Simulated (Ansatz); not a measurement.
## Electronic structure of Sn$_{3}$Ge$_{2}$Se$_{5}$ in real space

```cif
data_structure
_symmetry_space_group_name_H-M 'P 1'
_symmetry_Int_Tables_number 1
_cell_length_a 4.1877
_cell_length_b 4.1877
_cell_length_c 29.5837
_cell_angle_alpha 90.000
_cell_angle_beta 90.000
_cell_angle_gamma 90.000
_cell_volume 518.80
loop_
_atom_site_label
_atom_site_type_symbol
_atom_site_fract_x
_atom_site_fract_y
_atom_site_fract_z
_atom_site_occupancy
Sn1 Sn 0.00000 0.00000 0.00000 1
Sn2 Sn 0.50000 0.50000 0.50000 1
Sn3 Sn 0.50000 0.50000 0.10214 1
Sn4 Sn 0.00000 0.00000 0.60214 1
Sn5 Sn 0.00000 0.00000 0.39786 1
Sn6 Sn 0.50000 0.50000 0.89786 1
Ge1 Ge 0.00000 0.00000 0.20396 1
Ge2 Ge 0.50000 0.50000 0.70396 1
Ge3 Ge 0.50000 0.50000 0.29604 1
Ge4 Ge 0.00000 0.00000 0.79604 1
Se1 Se 0.00000 0.00000 0.10342 1
Se2 Se 0.50000 0.50000 0.60342 1
Se3 Se 0.50000 0.50000 0.20445 1
Se4 Se 0.00000 0.00000 0.70445 1
Se5 Se 0.00000 0.00000 0.29555 1
Se6 Se 0.50000 0.50000 0.79555 1
Se7 Se 0.50000 0.50000 0.39658 1
Se8 Se 0.00000 0.00000 0.89658 1
Se9 Se 0.50000 0.50000 0.00000 1
Se10 Se 0.00000 0.00000 0.50000 1
```

Space group I4/mmm; a structure generated by program, which may or may not match a known phase.

The calculation used DFT PBE, scalar-relativistic, plane waves, PAW in Ansatz 0.2.0.

In a PAW calculation such maps are meaningful between the atoms, not at the nuclei.

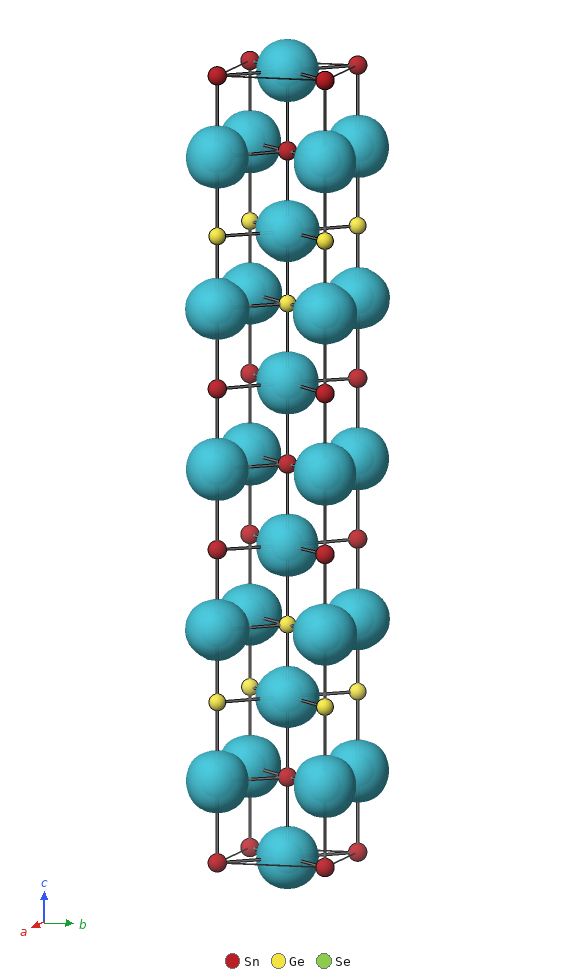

Figure 1. Isosurface of the electron localisation function at 0.7 (cyan), seen slightly off an axis. Only the valence region is drawn (cores and ρ < 0.01 e/Å³ removed). Sticks mark near contacts.

Where are the electrons localised?

Answer. At this value the surface marks out ten regions wrapped around Se (the valence shell of each), counted in one cell of 20 atoms. Regions shared between cells count once. Along the contacts the grid gives the following. Ge–Se (2.71 Å): the ELF is about 0.55 at the midpoint. Sn–Se (2.96 Å): the ELF is about 0.40 at the midpoint.

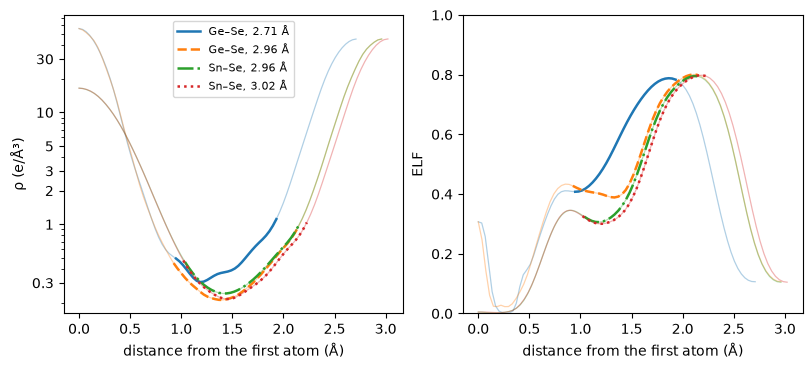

Figure 2. Valence pseudo-density and electron localisation function along straight lines between neighbouring atoms. Thin, pale parts lie inside the atomic spheres.

Compare the contacts.

Answer. Ge–Se (2.71 Å): ρ at the midpoint is about 0.36 e/Å³, with its minimum of 0.3 e/Å³ about 1.2 Å from Ge; the ELF is about 0.55 at the midpoint.
Ge–Se (2.96 Å): ρ at the midpoint is about 0.22 e/Å³; the ELF is about 0.45 at the midpoint.
Sn–Se (2.96 Å): the density is about 0.24 e/Å³ at the midpoint; the ELF is about 0.40 at the midpoint.
Sn–Se (3.02 Å): the density is about 0.22 e/Å³ at the midpoint; the ELF is about 0.40 at the midpoint.
